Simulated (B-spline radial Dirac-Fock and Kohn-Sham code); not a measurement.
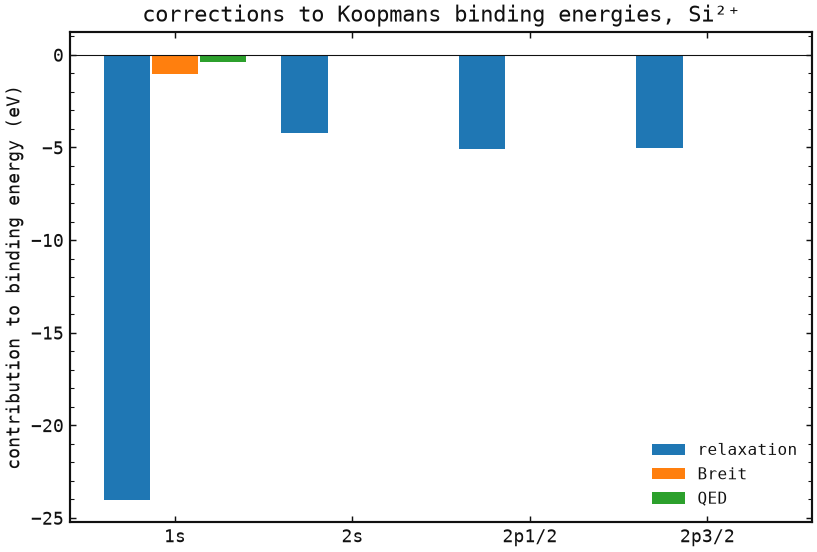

Bars give the relaxation, Breit and QED contributions (eV) to the binding energies of the deepest subshells, counted from the Koopmans value. It refers to Si²⁺, configuration [Ne] 3s2, inside a Watson sphere of charge −2 and radius 1.8 Å that stands in for a crystal. Level of theory: Dirac–Fock ΔSCF (average of configuration, Fermi nucleus, Breit and QED terms, no correlation); calculated with a B-spline radial code.

**Which correction is largest for 1s?**

Relaxation, −24.0 eV.

**How does the QED term of 2p1/2 compare with that of 1s?**

0.0077 eV against −0.413 eV; the QED terms are weighted to the region near the nucleus, where s electrons have the most density. Its sign is opposite here.
